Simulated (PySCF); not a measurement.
C₇H₇F₃Si, SMILES c1c(ccc([Si](F)(F)F)c1)C at its GFN2-xTB optimised geometry (Å):

```
18

C      3.2295    -0.3297     0.0019
C      1.7334    -0.3508     0.0054
C      1.0189    -0.1820     1.1857
C     -0.3619    -0.1839     1.1852
C     -1.0804    -0.3554     0.0000
Si    -2.9412    -0.3554     0.0000
F     -3.6254     1.0803     0.0000
F     -3.5818    -1.0803    -1.2598
F     -3.5900    -1.0722     1.2612
C     -0.3571    -0.5239    -1.1829
C      1.0234    -0.5214    -1.1780
H      3.6251    -1.0119    -0.7471
H      3.6254    -0.6029     0.9768
H      3.5839     0.6732    -0.2384
H      1.5518    -0.0497     2.1163
H     -0.8939    -0.0556     2.1163
H     -0.8856    -0.6628    -2.1144
H      1.5608    -0.6560    -2.1057
```

Calculation: CAM-B3LYP/def2-SVP (PySCF). Cells within 0.4 Å of a nucleus heavier than hydrogen are left out (blank, or x).

Map of the deformation density (molecule minus spherical neutral atoms) (e/bohr³) on the plane z = 0.0 Å:

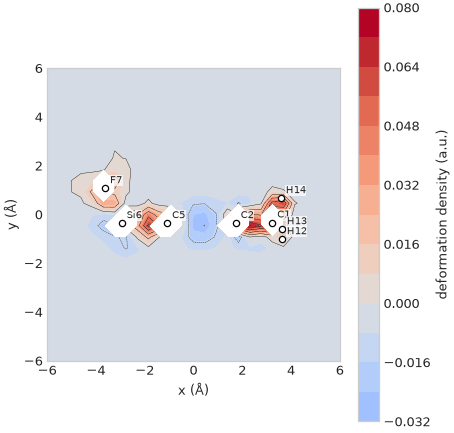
Figure. Deformation density (molecule minus spherical neutral atoms) (e/bohr³) on the plane z = 0.0 Å.
